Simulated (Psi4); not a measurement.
**B2H4F2 (SMILES [BH2-]1[F+][BH2-][F+]1) at TPSS/cc-pVDZ**

Aim: the vertical singlet–triplet gap of B2H4F2 at TPSS/cc-pVDZ, from 2 runs. 

The results are computed with Psi4 1.11.

## (1) The molecule

B2H4F2 has 8 atoms, charge 0, and is taken as a singlet. SMILES: `[BH2-]1[F+][BH2-][F+]1`. The coordinates come from a PBE0-D4/def2-TZVP relaxation.

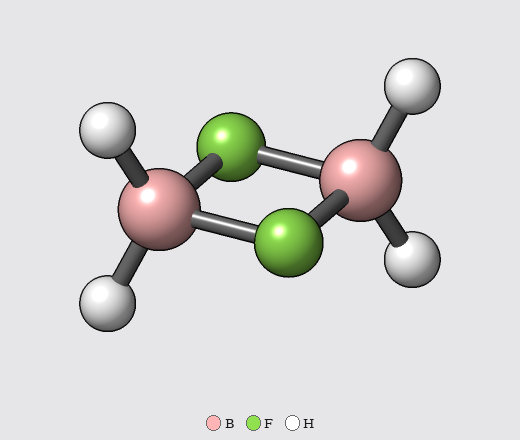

The structure, seen from a chosen angle (boron pink, fluorine green, hydrogen white).

## (2) The energy at TPSS/cc-pVDZ

File run.py:

```python
import psi4

psi4.set_memory(2200000000)
psi4.set_num_threads(1)
psi4.set_output_file('run.log', False)

geom = psi4.geometry("""
B
F 1 1.53803
B 2 1.537555 1 91.90819
F 1 1.537654 2 88.09232 3 -0.02888
H 1 1.190116 4 110.01073 3 110.64568
H 1 1.190079 5 123.15035 4 -132.28927
H 3 1.190167 2 110.01955 1 110.63942
H 3 1.190062 7 123.14405 2 -132.31119
symmetry c1
""")

psi4.set_options({
    'basis': 'cc-pVDZ',
    'puream': True,
    'e_convergence': 1e-09,
    'd_convergence': 1e-08,
    'scf_type': 'pk',
    'dft_radial_points': 99,
    'dft_spherical_points': 590,
})

E, wfn = psi4.energy("tpss", molecule=geom, return_wfn=True)
psi4.oeprop(wfn, "WIBERG_LOWDIN_INDICES", "MULLIKEN_CHARGES", "QUADRUPOLE", title="TPSS")
print(f'tpss energy: {E:.10f} Eh')
for k, v in sorted(psi4.core.scalar_variables().items()):
    print(f'{k:45s} {v:18.10f}')
```

Launch:

```sh
$ python run.py
```

run.log:

```text
[...]
  Running in c1 symmetry.
[...]
  Nuclear repulsion =  118.500659089444284
[...]
  Multiplicity = 1
[...]
  Nalpha       = 16
  Nbeta        = 16
[...]
    Number of basis functions: 76
[...]
   @RKS iter   1:  -251.82798102833146   -4.86131e-01   4.12134e-03 DIIS/ADIIS
[...]
   @RKS iter  10:  -251.89360742899959   -1.31308e-11   1.28928e-09 DIIS
[...]
    Orbital Energies [Eh]
    ---------------------
    Doubly Occupied:
       1A    -24.490050     2A    -24.490013     3A     -6.678999
       4A     -6.678972     5A     -1.215762     6A     -1.161048
       7A     -0.578791     8A     -0.559012     9A     -0.512361
      10A     -0.482789    11A     -0.418142    12A     -0.415471
      13A     -0.409770    14A     -0.364612    15A     -0.327127
      16A     -0.283652
[...]
  @RKS Final Energy:  -251.89360742899959
   => Energetics <=
    Nuclear Repulsion Energy =            118.5006590894442837
    One-Electron Energy =                -581.6782520319630976
    Two-Electron Energy =                 241.9303264135234599
    DFT Exchange-Correlation Energy =     -30.6463409000042439
    Empirical Dispersion Energy =           0.0000000000000000
    VV10 Nonlocal Energy =                  0.0000000000000000
    Total Energy =                       -251.8936074289995872
[...]
 Multipole Moments:
 ------------------------------------------------------------------------------------
     Multipole            Electronic (a.u.)      Nuclear  (a.u.)        Total (a.u.)
 ------------------------------------------------------------------------------------
 L = 1.  Multiply by 2.5417464519 to convert [e a0] to [Debye]
 Dipole X            :          0.0012151           -0.0012797           -0.0000646
 Dipole Y            :          0.0005414           -0.0002850            0.0002564
 Dipole Z            :          0.0002045           -0.0001841            0.0000204
 Magnitude           :                                                    0.0002652
 L = 2.  Multiply by 1.3450342976 to convert [e a0^2] to [Debye ang]
 Quadrupole XX       :        -34.1405263           15.6470049          -18.4935215
 Quadrupole XY       :          0.0153126           -0.0153503           -0.0000377
[...]
  Mulliken Charges: (a.u.)
   Center  Symbol    Alpha    Beta     Spin     Total
       1     B     2.38778  2.38778  0.00000  0.22444
       2     F     4.56079  4.56079  0.00000 -0.12157
       3     B     2.38780  2.38780  0.00000  0.22441
       4     F     4.56081  4.56081  0.00000 -0.12163
       5     H     0.52570  0.52570  0.00000 -0.05140
       6     H     0.52571  0.52571  0.00000 -0.05142
       7     H     0.52571  0.52571  0.00000 -0.05141
       8     H     0.52571  0.52571  0.00000 -0.05143
   Total alpha = 16.00000, Total beta = 16.00000, Total charge =  0.00000
[...]
```

Standard output:

```text
tpss energy: -251.8936074290 Eh
CURRENT ENERGY                                   -251.8936074290
CURRENT REFERENCE ENERGY                         -251.8936074290
DD SOLVATION ENERGY                                 0.0000000000
DFT FUNCTIONAL TOTAL ENERGY                      -251.8936074290
DFT TOTAL ENERGY                                 -251.8936074290
DFT VV10 ENERGY                                     0.0000000000
DFT XC ENERGY                                     -30.6463409000
GRID ELECTRONS ALPHA                               16.0000010927
GRID ELECTRONS BETA                                16.0000010927
GRID ELECTRONS TOTAL                               32.0000021855
NUCLEAR REPULSION ENERGY                          118.5006590894
ONE-ELECTRON ENERGY                              -581.6782520320
PCM POLARIZATION ENERGY                             0.0000000000
PE ENERGY                                           0.0000000000
SCF ITERATION ENERGY                             -251.8936074290
SCF ITERATIONS                                     10.0000000000
SCF TOTAL ENERGY                                 -251.8936074290
TWO-ELECTRON ENERGY                               241.9303264135
XC GRID RADIAL POINTS                              99.0000000000
XC GRID SPHERICAL POINTS                          590.0000000000
XC GRID TOTAL POINTS                           443161.0000000000
```

Run time: 45 s. Hardware: 1 thread of AMD EPYC 7R43 (Zen 3), shared host; peak memory 1.5 GiB.

## (3) The triplet: energy and gradient at UTPSS/cc-pVDZ

File calc.py:

```python
import psi4

psi4.set_memory(2200000000)
psi4.set_num_threads(1)
psi4.core.set_output_file('output.dat', False)

mol = psi4.geometry("""
0 3
B     -0.488000     0.947300    -0.293800
F      0.637300     0.536000     0.670600
B      0.488000    -0.947200     0.293900
F     -0.636800    -0.535900    -0.671100
H     -0.036000     1.557300    -1.210300
H     -1.440200     1.308400     0.322000
H      1.440200    -1.309100    -0.321600
H      0.035400    -1.556800     1.210300
symmetry c1
no_reorient
no_com
""")

options = {'reference': 'uks', 'puream': True, 'e_convergence': 1e-09, 'd_convergence': 1e-08, 'scf_type': 'pk', 'dft_radial_points': 99, 'dft_spherical_points': 590, 'maxiter': 100}
psi4.set_options(options)

E, wfn = psi4.gradient('tpss/cc-pVDZ', molecule=mol, return_wfn=True)
psi4.oeprop(wfn, 'LOWDIN_CHARGES', 'MAYER_INDICES', 'WIBERG_LOWDIN_INDICES', title='TPSS')
print('gradient / Eh bohr^-1')
print(E.np.round(6))
print(f'energy = {wfn.energy():.10f} Eh')
```

Launch:

```sh
$ python calc.py
```

output.dat, cut to the lines that bear on the results:

```text
[...]
  Running in c1 symmetry.
[...]
  Nuclear repulsion =  118.500675990828697
[...]
  Multiplicity = 3
[...]
  Nalpha       = 17
  Nbeta        = 15
[...]
    Number of basis functions: 76
[...]
   @UKS iter   1:  -251.54483634726154   -2.02985e-01   4.55960e-03 DIIS/ADIIS
[...]
   @UKS iter  13:  -251.64001031528306   -3.52429e-12   9.19728e-09 DIIS
[...]
   @S^2 Observed:                2.002418251E+00
[...]
  @UKS Final Energy:  -251.64001031528306
   => Energetics <=
    Nuclear Repulsion Energy =            118.5006759908286966
    One-Electron Energy =                -581.0580449387708768
    Two-Electron Energy =                 241.4306027959198389
    DFT Exchange-Correlation Energy =     -30.5132441632607261
    Empirical Dispersion Energy =           0.0000000000000000
    VV10 Nonlocal Energy =                  0.0000000000000000
    Total Energy =                       -251.6400103152830638
  UHF NO Occupations:
  HONO-2 :   15  A 1.9995223
  HONO-1 :   16  A 1.0000000
[...]
 Multipole Moments:
 ------------------------------------------------------------------------------------
     Multipole            Electronic (a.u.)      Nuclear  (a.u.)        Total (a.u.)
 ------------------------------------------------------------------------------------
 L = 1.  Multiply by 2.5417464519 to convert [e a0] to [Debye]
 Dipole X            :         -0.0073504            0.0073699            0.0000196
 Dipole Y            :         -0.0024802            0.0022677           -0.0002126
 Dipole Z            :          0.0068578           -0.0068030            0.0000548
 Magnitude           :                                                    0.0002204
[...]
  -Total Gradient:
     Atom            X                  Y                   Z
    ------   -----------------  -----------------  -----------------
       1        0.017018887960    -0.032986405000     0.010310777038
       2       -0.004336140872    -0.003603716336    -0.004578971812
       3       -0.017086235303     0.032969015564    -0.010234332636
       4        0.004344281006     0.003612991991     0.004548263537
       5       -0.001132000215    -0.013081671947     0.011516556628
       6        0.013298398574    -0.010531329651    -0.004224379002
       7       -0.013261459108     0.010528965919     0.004199642879
       8        0.001154084755     0.013092109500    -0.011537343968
[...]
```

The script printed:

```text
gradient / Eh bohr^-1
[[ 0.017019 -0.032986  0.010311]
 [-0.004336 -0.003604 -0.004579]
 [-0.017086  0.032969 -0.010234]
 [ 0.004344  0.003613  0.004548]
 [-0.001132 -0.013082  0.011517]
 [ 0.013298 -0.010531 -0.004224]
 [-0.013261  0.010529  0.0042  ]
 [ 0.001154  0.013092 -0.011537]]
energy = -251.6400103153 Eh
```

Run time: 1.7 min. Hardware: 1 thread of AMD EPYC 7R43 (Zen 3), shared host; peak memory 1.4 GiB.

## (4) Results

At TPSS/cc-pVDZ:

```
                                        quantity          value
                           singlet: total energy  -251.89361 Eh
                          singlet: dipole moment         0.00 D
                            singlet: HOMO energy       -7.72 eV
                            singlet: LUMO energy       -0.44 eV
                          singlet: HOMO–LUMO gap        7.28 eV
                           triplet: total energy  -251.64001 Eh
                          triplet: dipole moment         0.00 D
     triplet: HOMO energy (highest over α and β)       -1.25 eV
                                   triplet: ⟨S²⟩          2.002
               triplet: largest force on an atom     1.981 eV/Å
vertical energy of the triplet above the singlet       6.901 eV
```

**Reading.** At this shape the triplet lies 6.90 eV (159 kcal/mol) above the singlet. Mulliken charges (singlet) run from -0.12 on F4 to +0.22 on B1; they depend strongly on the basis.
